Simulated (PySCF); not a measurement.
**Excited-state calculation, with input and output: CH₄FISi**

System: CH₄FISi, SMILES C[SiH](F)I.
Method: TDDFT (PBE0)/def2-SVP, RKS, core potentials def2-svp (PySCF 2.14.0).

The geometry comes from this level: PBE0-D4/def2-TZVP.

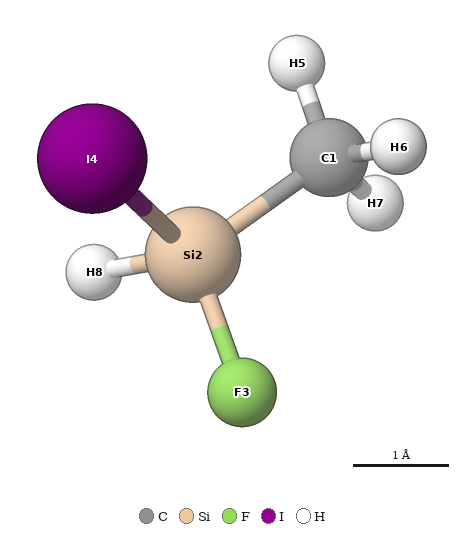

*The input geometry (ball-and-stick view, seen at a tilt; atoms are numbered from 1 in the order of the input).*

Bond lengths as drawn: C–H 1.09 Å, C–Si 1.85 Å, F–Si 1.60 Å, H–Si 1.48 Å and I–Si 2.44 Å.

## Input (input.py)
```python
from pyscf import gto, dft, tdscf

mol = gto.M(
    atom='''
C       -0.168400       0.993200       0.186400
Si       0.334500      -0.741200      -0.199000
F        1.273900      -1.291800       0.968100
I       -1.619200      -2.188800      -0.333300
H       -0.802600       1.388900      -0.609900
H       -0.725400       1.033800       1.124400
H        0.718100       1.627000       0.275600
H        1.081400      -0.878200      -1.468200
''',
    ecp={'I': 'def2-svp'},
    basis='def2-svp',
    spin=0,
    verbose=4,
    max_memory=1860,
)

myscf = dft.RKS(mol)
myscf.xc = 'pbe0'
myscf.conv_tol = 1e-10
myscf.grids.level = 4
myscf.kernel()
if not myscf.converged:
    myscf = myscf.newton().run(myscf.mo_coeff, myscf.mo_occ)

etot = myscf.e_tot
print('Final energy', etot)

td = tdscf.TDDFT(myscf)
td.nstates = 3
td.kernel()
td.analyze()
roots = td.e * 27.211386
osc = td.oscillator_strength()
print('state   eV      nm      f')
for i, (w, f) in enumerate(zip(roots, osc), 1):
    print('%3d %9.4f %8.1f %9.5f' % (i, w, 1239.842 / w, f))
```

Machine: 1 thread of Arm Neoverse V1, 24 GiB of memory available, shared host.

Launched with:
```bash
OMP_NUM_THREADS=1 python input.py
```

## Output
```
PySCF version 2.14.0

[INPUT] num. atoms = 8
[INPUT] num. electrons = 58
[INPUT] charge = 0
[INPUT] spin (= nelec alpha-beta = 2S) = 0
[INPUT] symmetry False subgroup None
[INPUT] Mole.unit = angstrom
[INPUT] Symbol           X                Y                Z      unit          X                Y                Z       unit  Magmom
[INPUT]  1 C     -0.168400000000   0.993200000000   0.186400000000 AA   -0.318229879377   1.876875986918   0.352244949619 Bohr   0.0
[INPUT]  2 Si     0.334500000000  -0.741200000000  -0.199000000000 AA    0.632113388667  -1.400665003528  -0.376055498788 Bohr   0.0
[INPUT]  3 F      1.273900000000  -1.291800000000   0.968100000000 AA    2.407322110083  -2.441148207713   1.829443861191 Bohr   0.0
[INPUT]  4 I     -1.619200000000  -2.188800000000  -0.333300000000 AA   -3.059844540896  -4.136232541448  -0.629845717318 Bohr   0.0
[INPUT]  5 H     -0.802600000000   1.388900000000  -0.609900000000 AA   -1.516694187576   2.624640614408  -1.152543963372 Bohr   0.0
[INPUT]  6 H     -0.725400000000   1.033800000000   1.124400000000 AA   -1.370807330759   1.953598867575   2.124808054461 Bohr   0.0
[INPUT]  7 H      0.718100000000   1.627000000000   0.275600000000 AA    1.357012330050   3.074584404667   0.520808519930 Bohr   0.0
[INPUT]  8 H      1.081400000000  -0.878200000000  -1.468200000000 AA    2.043549831105  -1.659557482593  -2.774495896086 Bohr   0.0

nuclear repulsion = 256.52525698655
number of shells = 42
number of NR pGTOs = 173
number of NR cGTOs = 92
basis = def2-svp
ecp = {'I': 'def2-svp'}

******** <class 'pyscf.dft.rks.RKS'> ********
method = RKS
initial guess = minao
damping factor = 0
level_shift factor = 0
DIIS = <class 'pyscf.scf.diis.CDIIS'>
diis_start_cycle = 1
diis_space = 8
diis_damp = 0
SCF conv_tol = 1e-10
SCF conv_tol_grad = None
SCF max_cycles = 50
direct_scf = True
direct_scf_tol = 1e-13
XC library pyscf.dft.libxc version 7.0.0
    S. Lehtola, C. Steigemann, M. J.T. Oliveira, and M. A.L. Marques.,  SoftwareX 7, 1–5 (2018)
XC functionals = pbe0
radial grids:
    Treutler-Ahlrichs [JCP 102, 346 (1995); DOI:10.1063/1.469408] (M4) radial grids

becke partition: Becke, JCP 88, 2547 (1988); DOI:10.1063/1.454033
pruning grids: <function nwchem_prune>
grids dens level: 4
symmetrized grids: False
atomic radii adjust function: <function treutler_atomic_radii_adjust>
small_rho_cutoff = 0
Set gradient conv threshold to 1e-05
Initial guess from minao.
tot grids = 180784
init E= -696.153472014537
  HOMO = -0.659971496430765  LUMO = -0.58205788271691  gap/eV = 2.12014
cycle= 1 E= -725.421256192631  delta_E= -29.3  |g|= 3.01  |ddm|= 8.77
  HOMO = -0.00536076075690538  LUMO = 0.00391436451585545  gap/eV = 0.25239
cycle= 2 E= -721.912387881319  delta_E= 3.51  |g|= 3.29  |ddm|= 19.8
  HOMO = -0.160863639053446  LUMO = -0.0284742030239968  gap/eV = 3.60250
cycle= 3 E= -726.629486033559  delta_E= -4.72  |g|= 1.18  |ddm|= 18.9
  HOMO = -0.299298376660055  LUMO = -0.0386051672086913  gap/eV = 7.09382
cycle= 4 E= -727.156486160753  delta_E= -0.527  |g|= 0.452  |ddm|= 2.42
  HOMO = -0.25800846983791  LUMO = 0.00324936198535891  gap/eV = 7.10919
cycle= 5 E= -727.196147305962  delta_E= -0.0397  |g|= 0.181  |ddm|= 0.586
  HOMO = -0.274731574828342  LUMO = 0.00703510936661239  gap/eV = 7.66726
cycle= 6 E= -727.203463203243  delta_E= -0.00732  |g|= 0.0512  |ddm|= 0.215
  HOMO = -0.281544327733878  LUMO = 0.00112963650072214  gap/eV = 7.69195
cycle= 7 E= -727.204058264089  delta_E= -0.000595  |g|= 0.0135  |ddm|= 0.0615
  HOMO = -0.282499527906743  LUMO = 0.00119087142852054  gap/eV = 7.71961
cycle= 8 E= -727.204105832283  delta_E= -4.76e-05  |g|= 0.00516  |ddm|= 0.0184
  HOMO = -0.282538334340606  LUMO = 0.00150995889065213  gap/eV = 7.72935
cycle= 9 E= -727.204111514592  delta_E= -5.68e-06  |g|= 0.00146  |ddm|= 0.00713
  HOMO = -0.282450328085849  LUMO = 0.00147644950960068  gap/eV = 7.72604
cycle= 10 E= -727.204112177215  delta_E= -6.63e-07  |g|= 0.000229  |ddm|= 0.00193
  HOMO = -0.282419920035623  LUMO = 0.00148245874316549  gap/eV = 7.72538
cycle= 11 E= -727.204112193096  delta_E= -1.59e-08  |g|= 3.05e-05  |ddm|= 0.000316
  HOMO = -0.282418716781935  LUMO = 0.00148164437270567  gap/eV = 7.72532
cycle= 12 E= -727.204112193371  delta_E= -2.75e-10  |g|= 1.34e-05  |ddm|= 6.59e-05
  HOMO = -0.282419155449401  LUMO = 0.00148174310958788  gap/eV = 7.72534
cycle= 13 E= -727.204112193445  delta_E= -7.46e-11  |g|= 1.12e-06  |ddm|= 2.16e-05
  HOMO = -0.282419216769617  LUMO = 0.00148165335465943  gap/eV = 7.72534
```

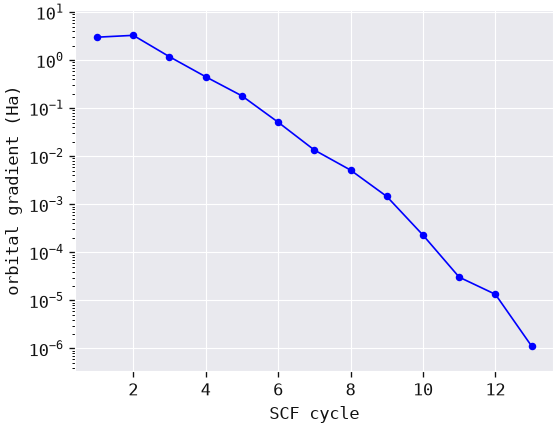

*Convergence of the self-consistent field: orbital gradient against the SCF cycle.*

The residual falls almost steadily, with no more than small rises.

```
Extra cycle  E= -727.20411219344  delta_E= 5.23e-12  |g|= 7.87e-07  |ddm|= 3.12e-06
converged SCF energy = -727.20411219344
Final energy -727.2041121934399

******** <class 'pyscf.tdscf.rks.TDDFT'> for <class 'pyscf.dft.rks.RKS'> ********
nstates = 3 singlet
deg_eia_thresh = 1.000e-03
wfnsym = None
conv_tol = 1e-05
eigh lindep = 1e-12
eigh level_shift = 0
eigh max_cycle = 100

Excitation energies (eV)
[6.30114232 6.41596815 7.12408553]

** Singlet excitation energies and oscillator strengths **
      29 -> 30       -0.70429
      28 -> 30       -0.70456
      29 -> 31        0.70395

** Transition electric dipole moments (AU) **
state          X           Y           Z        Dip. S.      Osc.
  1         0.1368     -0.1290     -0.1365      0.0540      0.0083
  2         0.0314      0.1676     -0.1220      0.0440      0.0069
  3         0.0218     -0.0587     -0.0110      0.0040      0.0007

WARN: ECP detected. Skipping calculation of transition velocity and magnetic dipole moments, which have not yet been implemented.

state   eV      nm      f
  1    6.3011    196.8   0.00833
  2    6.4160    193.2   0.00691
  3    7.1241    174.0   0.00070
```

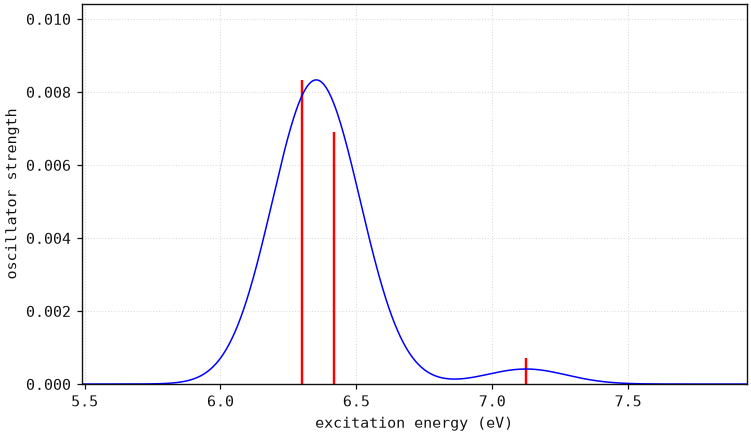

*Computed excitations as sticks (degenerate states added up, dark ones marked on the axis), with a Gaussian envelope of 0.35 eV full width at half maximum, scaled to the tallest.*

Of the 3 states the lowest lies at 6.30 eV (f = 0.008); the strongest line is at 6.30 eV, or 197 nm (f = 0.008).

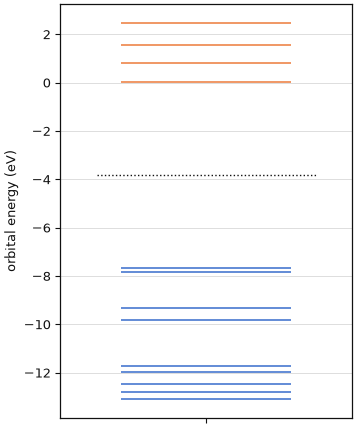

*Orbital energies near the frontier; the dotted line parts filled from empty levels, and levels within 0.02 eV of each other stand side by side.*

Highest filled −7.68 eV, lowest empty 0.04 eV, 7.72 eV apart.

## Key numbers

- outcome: converged
- total energy: −727.204112 hartree
- basis functions: 92
- HOMO: −7.69 eV
- LUMO: 0.04 eV
- dipole moment: 2.18 D
- lowest excitation: 6.30 eV
- wall time: 4.2 min
- peak memory: 0.7 GiB
